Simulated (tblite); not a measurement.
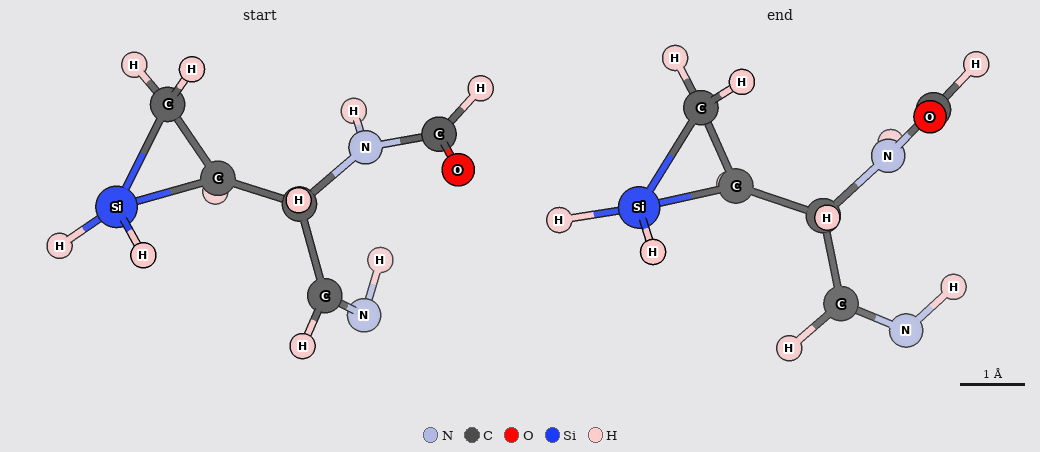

The structure of C5H10N2OSi before (left) and after (right) a relaxation, at one scale.

The picture is a ball-and-stick view, seen face on.

Method: GFN2-xTB geometry optimisation, gas phase (tblite 0.8.0). 

**Describe what moved and what it gained.**

After 139 geometry steps the energy has fallen by 13.2 kcal/mol. The atom that moves furthest after the best rigid fit is the O atom (1.14 Å). By element the largest moves are O 1.14 Å, H 1.08 Å, C 0.56 Å, N 0.44 Å, Si 0.15 Å. Among the contacts that change: C–Si 1.842 → 1.880 Å, C–N 1.289 → 1.251 Å, C–C 1.544 → 1.509 Å, C–C 1.505 → 1.538 Å. Bond angles that change, for instance: C–Si–H 105.6° → 116.8°, C–Si–H 106.6° → 117.0°, Si–C–H 113.1° → 119.4°. Groups turn about C–C by about 45°, C–N by about 40°. The run took 1.8 s on 1 thread of Arm Neoverse N1, with other jobs on the host.
